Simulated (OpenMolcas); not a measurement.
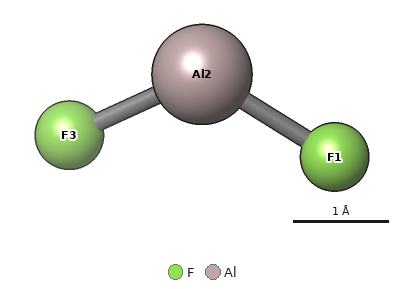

*The structure as given in the input (ball-and-stick view, seen at a tilt; atoms are numbered from 1 in the order of the input). Sticks mark near contacts.*

Bond lengths as drawn: Al–F 1.65 Å.

Single-point calculation of AlF$_{2}$

System: AlF$_{2}$, multiplicity 4.
Method: HF/STO-3G, UHF (OpenMolcas 26.06).

The geometry is that of the parent species in another charge or spin state. The geometry comes from this level: PBE0-D4/def2-TZVP.

## Output
```
--- Start Module: gateway ---

                                              &GATEWAY

                       available to each process: 1.9 GB of memory, 1 thread

 Basis Set     1 Label: F.STO-3G
 Basis set is read from library:.
 basistype.tbl is not found

 Basis Set     2 Label: AL.STO-3G
 Basis set is read from library:.
 basistype.tbl is not found

 Basis Set     3 Label: F.STO-3G
 Basis set is read from library:.
 basistype.tbl is not found

++    Symmetry information:
      ---------------------

                    Character Table for C1

                             E
                    a        1  x, y, xy, Rz, z, xz, Ry, yz, Rx, I
--

++    Basis set information:
      ----------------------

      Basis set label: F.STO-3G.........

      Electronic valence basis set:
      ------------------
      Associated Effective Charge   9.000000 au
      Associated Actual Charge      9.000000 au
      Nuclear Model: Point charge

      Shell  nPrim  nBasis  Cartesian Spherical Contaminant
         s       6       2        X
         p       3       1        X

      Basis set label: AL.STO-3G.........

      Electronic valence basis set:
      ------------------
      Associated Effective Charge  13.000000 au
      Associated Actual Charge     13.000000 au
      Nuclear Model: Point charge

      Shell  nPrim  nBasis  Cartesian Spherical Contaminant
         s       9       3        X
         p       6       2        X

      Basis set label: F.STO-3G.........

      Electronic valence basis set:
      ------------------
      Associated Effective Charge   9.000000 au
      Associated Actual Charge      9.000000 au
      Nuclear Model: Point charge

      Shell  nPrim  nBasis  Cartesian Spherical Contaminant
         s       6       2        X
         p       3       1        X
--

++    Molecular structure info:
      -------------------------

                    ************************************************
                    **** Cartesian Coordinates / bohr, angstrom ****
                    ************************************************

     Center  Label                x              y              z                     x              y              z
        1      F1               1.007224      -2.572295       0.257759              0.533000      -1.361200       0.136400
        2      AL2              0.734537       0.520431       0.463361              0.388700       0.275400       0.245200
        3      F3              -1.762170       1.929410      -0.746064             -0.932500       1.021000      -0.394800

                    ***************************************
                    *    InterNuclear Distances / bohr    *
                    ***************************************

               1 F1            2 AL2           3 F3
    1 F1       0.000000
    2 AL2      3.111524        0.000000
    3 F3       5.379828        3.111507        0.000000

                    *******************************************
                    *    InterNuclear Distances / angstrom    *
                    *******************************************

               1 F1            2 AL2           3 F3
    1 F1       0.000000
    2 AL2      1.646548        0.000000
    3 F3       2.846883        1.646538        0.000000
--

            Nuclear Potential Energy             90.26075288 au

--- Stop Module: gateway /rc=_RC_ALL_IS_WELL_ ---

--- Start Module: seward ---

                                              &SEWARD

                       available to each process: 1.9 GB of memory, 1 thread

               SEWARD will generate:
                  Multipole Moment integrals up to order  2
                  Kinetic Energy integrals
                  Nuclear Attraction integrals (point charge)
                  One-Electron Hamiltonian integrals
                  Velocity integrals
                  Orbital angular momentum around (  0.0843   0.0281   0.0496 )
                  Velocity quadrupole around (  0.0843   0.0281   0.0496 )
                  Two-Electron Repulsion integrals

                   Integrals are discarded if absolute value <: 1.00E-14
                   Integral cutoff threshold is set to       <: 1.00E-16

            Nuclear Potential Energy             90.26075288 au

      Basis set specifications :
      Symmetry species         a
      Basis functions           19

--- Stop Module: seward /rc=_RC_ALL_IS_WELL_ ---

--- Start Module: scf ---

                                                &SCF

                       available to each process: 1.9 GB of memory, 1 thread

++    Input section:
      --------------

      Header of the integral files:

      Cartesian coordinates in angstrom:
      -----------------------------------------------------
      No.  Label        X            Y            Z
      -----------------------------------------------------
       1   F1         0.53300000  -1.36120000   0.13640000
       2   AL2        0.38870000   0.27540000   0.24520000
       3   F3        -0.93250000   1.02100000  -0.39480000
      -----------------------------------------------------
      Nuclear repulsion energy =   90.26075288
--

++    Orbital specifications:
      -----------------------

      Symmetry species               1
                                     a
      Frozen orbitals                0
      Start temperature = 0.500
      End temperature   = 0.010
      Temperature Factor= 0.460
      Deleted orbitals               0
      Total number of orbitals      19
      Number of basis functions     19
--

      Molecular charge                           0.000

++    Optimization specifications:
      ----------------------------

      SCF Algorithm: Conventional USCF
      D(i)-D(i-1) density differences are used
      Number of density matrices in core                 5
      Maximum number of NDDO SCF iterations            400
      Maximum number of HF SCF iterations              400
      Threshold for SCF energy change             1.00E-10
      Threshold for density matrix                1.00E-07
      Threshold for Fock matrix                   1.00E-07
      Threshold for linear dependence             1.00E-09
      Threshold at which DIIS is turned on        1.50E-01
      Maximum depth in the DIIS procedure                5
      Maximum depth in the BFGS Hessian update          30
      Threshold at which QNR/C2DIIS is turned on  7.50E-02
      Threshold for Norm(delta) (QNR/C2DIIS)      1.00E-05
      All orbitals punched on: UHFORB
--

      Input vectors read from INPORB
      Orbital file label: *Guess orbitals

++ Convergence information
                               UHF SCF        iterations: Energy and convergence statistics

Iter     Tot. SCF        One-elec.       Two-elec.     Energy      Max Dij or  Max Fij      DNorm      TNorm      AccCon     Time
         Energy          Energy          Energy        Change      Delta Norm                                                in Sec.
   1  -431.659140701  -791.279120162   269.359226580   0.00E+00    5.58E-02*   7.32E-01*    8.73E+00   7.80E+01   None         0.
   2  -433.917808951  -794.626315567   270.447753735  -2.26E+00*   1.86E-01*   1.28E-01*    2.62E+00   7.78E+01   EDIIS        0.
   3  -434.380984888  -794.250676198   269.608938430  -4.63E-01*   5.85E-02*   2.60E-02*    1.86E+00   7.77E+01   EDIIS        0.
   4  -434.588361939  -793.998150453   269.149035633  -2.07E-01*   3.38E-02*   1.43E-02*    1.20E+00   7.77E+01   EDIIS        0.
   5  -434.631965775  -793.963306893   269.070588238  -4.36E-02*   2.83E-02*   1.19E-02*    4.63E-01   7.77E+01   EDIIS        0.
   6  -434.773252602  -793.955435200   268.921429717  -1.41E-01*   1.08E-01*   3.92E-02*    1.17E+00   7.77E+01   EDIIS        0.
   7  -434.785940781  -793.923318867   268.876625205  -1.27E-02*   5.10E-02*   1.83E-02*    2.01E-01   7.77E+01   EDIIS        0.
   8  -434.786807354  -793.905498307   268.857938073  -8.67E-04*   2.29E-02*   8.21E-03*    8.90E-02   7.77E+01   EDIIS        0.

       Fermi aufbau procedure completed!
      nOcc(alpha)=   17
      nOcc(beta) =   14

   9  -434.786980914  -793.898322371   268.850588576  -1.74E-04*   1.48E-03*   7.05E-03*    3.96E-02   7.77E+01   c2DIIS       0.
  10  -434.787029273  -793.892738989   268.844956835  -4.84E-05*   7.09E-04*   2.74E-04*    3.70E-03   7.77E+01   QNRc2DIIS    0.
  11  -434.787029449  -793.893036670   268.845254341  -1.75E-07*   4.62E-04*   9.41E-05*    1.32E-03   7.77E+01   QNRc2DIIS    0.
  12  -434.787029480  -793.893163963   268.845381602  -3.15E-08*   7.08E-05*   1.23E-05*    8.51E-04   7.77E+01   QNRc2DIIS    0.
  13  -434.787029482  -793.893163305   268.845380943  -1.45E-09*   6.23E-05*   1.33E-05*    1.08E-04   7.77E+01   QNRc2DIIS    0.
  14  -434.787029483  -793.893160535   268.845378172  -1.40E-09*   3.77E-04*   1.64E-05*    8.28E-05   7.77E+01   QNRc2DIIS    0.
  15  -434.787029479  -793.893147044   268.845364684   3.74E-09*   3.37E-05*   2.40E-06*    4.94E-04   7.77E+01   QNRc2DIIS    0.
  16  -434.787029479  -793.893147735   268.845365375   2.84E-11*   2.35E-06    4.33E-07*    4.67E-05   7.77E+01   QNRc2DIIS    0.
  17  -434.787029479  -793.893146855   268.845364496  -1.02E-12    4.93E-07    8.23E-08     4.03E-06   7.77E+01   QNRc2DIIS    0.

       Convergence after  17 Iterations
--

 *****************************************************************************************************************************
 *                                             SCF/KS-DFT Program, Final results                                             *
 *                                                       Final Results                                                       *
 *****************************************************************************************************************************

::    Total SCF energy                               -434.7870294793
      One-electron energy                            -793.8931468553
      Two-electron energy                             268.8453644955
      Nuclear repulsion energy                         90.2607528805
      Kinetic energy (interpolated)                   430.8634022494
      Virial theorem                                    1.0091064296
      Total spin, S(S+1)                                3.7511259752
      Total spin, S                                     1.5002814740
      Max non-diagonal density matrix element           0.0000002622
      Max non-diagonal Fock matrix element              0.0000000582

      All orbitals with orbital energies smaller than  E(LUMO)+0.5 are printed

++    Molecular orbitals:
      -------------------

      Title: UHF orbitals (alpha)

      Molecular orbitals for symmetry species 1: a

          Orbital            1         2         3         4         5         6         7         8         9        10
          Energy          -57.5844  -25.9465  -25.9465   -4.5759   -2.8185   -2.7964   -2.7905   -1.5196   -1.5116   -0.6022
          Occ. No.          1.0000    1.0000    1.0000    1.0000    1.0000    1.0000    1.0000    1.0000    1.0000    1.0000

          Orbital           11        12        13        14        15        16        17        18        19
          Energy           -0.5970   -0.5801   -0.5525   -0.5295   -0.5068   -0.1920    0.0052    0.5581    0.6782
          Occ. No.          1.0000    1.0000    1.0000    1.0000    1.0000    1.0000    1.0000    0.0000    0.0000

--

      All orbitals with orbital energies smaller than  E(LUMO)+0.5 are printed

++    Molecular orbitals:
      -------------------

      Title: UHF orbitals (beta)

      Molecular orbitals for symmetry species 1: a

          Orbital            1         2         3         4         5         6         7         8         9        10
          Energy          -57.5617  -25.9254  -25.9254   -4.5325   -2.7756   -2.7650   -2.7458   -1.3980   -1.3866   -0.5338
          Occ. No.          1.0000    1.0000    1.0000    1.0000    1.0000    1.0000    1.0000    1.0000    1.0000    1.0000

          Orbital           11        12        13        14        15        16        17
          Energy           -0.4902   -0.4831   -0.4713   -0.1633    0.0671    0.3436    0.5513
          Occ. No.          1.0000    1.0000    1.0000    1.0000    0.0000    0.0000    0.0000

--

++    Molecular charges:
      ------------------

      Mulliken charges per centre and basis function type
      ---------------------------------------------------

                            F1                      AL2                     F3
                     alpha        beta       alpha        beta       alpha        beta
      1s           1.9885      1.9776      2.8521      2.1688      1.9885      1.9776
      2px          0.9857      0.8569      1.3958      1.0912      0.9478      0.7801
      2pz          0.9967      0.5672      1.8205      1.1118      0.9879      0.5495
      2py          0.9141      0.8609      1.1616      1.1033      0.9608      0.9554
      Total        4.8850      4.2625      7.2299      5.4750      4.8850      4.2625
      Total              9.1475                 12.7049                  9.1475

      Charge           -0.1475                  0.2951                 -0.1475

      Total electronic charge=   31.000000

      Total            charge=   -0.000000
--

++    Molecular orbitals:
      -------------------

      Title: Natural orbitals

      Molecular orbitals for symmetry species 1: a

          Orbital            1         2         3         4         5         6         7         8         9        10
          Energy          -57.5730  -25.9325  -25.9334   -4.5505   -2.7821   -2.7614   -2.7345   -1.0965   -0.9402   -0.3751
          Occ. No.          2.0000    2.0000    2.0000    2.0000    2.0000    2.0000    2.0000    2.0000    2.0000    2.0000

          Orbital           11        12        13        14        15        16        17        18        19
          Energy           -0.5484   -0.4900   -1.0814   -0.9100   -0.2565    0.0733    0.2732    0.6009    0.7364
          Occ. No.          2.0000    2.0000    1.9998    1.9997    1.0000    1.0000    1.0000    0.0003    0.0002

--

++    Molecular properties:
      ---------------------

      Charge (e):
                      =   -0.0000
      Dipole Moment (debye):
      Origin of the operator (angstrom)=    0.0446    0.0149    0.0263
                   X= -2.7486E-02               Y= -2.0699E-02               Z= -1.7475E-02           Total=  3.8591E-02
      Quadrupole Moment (debye*angstrom):
      Origin of the operator (angstrom)=    0.0446    0.0149    0.0263
                  XX= -1.6918E+01              XY=  8.5150E-01              XZ= -9.5883E-02              YY= -1.7739E+01
                  YZ=  3.3283E-01              ZZ= -1.6580E+01
      In traceless form (debye*angstrom)
                  XX=  2.4130E-01              XY=  1.2773E+00              XZ= -1.4382E-01              YY= -9.9004E-01
                  YZ=  4.9925E-01              ZZ=  7.4873E-01
--

--- Stop Module: scf /rc=_RC_ALL_IS_WELL_ ---

.##################.
.# Happy landing! #.
.##################.

    Timing: Wall=1.38 User=1.08 System=0.29
```

This output came from the following input.

## Input file
```
&gateway
 baslib
 $CurrDir
 coord
 struct.xyz
 basis
 STO-3G
 group
 NoSym

&seward

&scf
 uhf
 spin
 4
 thresholds
 1e-10 1e-07 1e-07 1e-05
 prorbitals
 1 1
```

## File struct.xyz
```
3

F      0.533000    -1.361200     0.136400
Al     0.388700     0.275400     0.245200
F     -0.932500     1.021000    -0.394800
```

Command:
```bash
export MOLCAS_MEM=1860
pymolcas mol.input > mol.log
```

## Results in brief

- outcome: converged
- total energy: −434.787029 hartree
- basis functions: 19
- ⟨S²⟩: 3.751
- dipole moment: 0.04 debye
- hardware: 1 thread of Arm Neoverse V2, 24 GiB of memory available, shared host
- wall time: 1.6 s
- peak memory: 0.37 GiB

The record of the run, not the program, notes: the Hartree-Fock reference is not the lowest state of its kind.
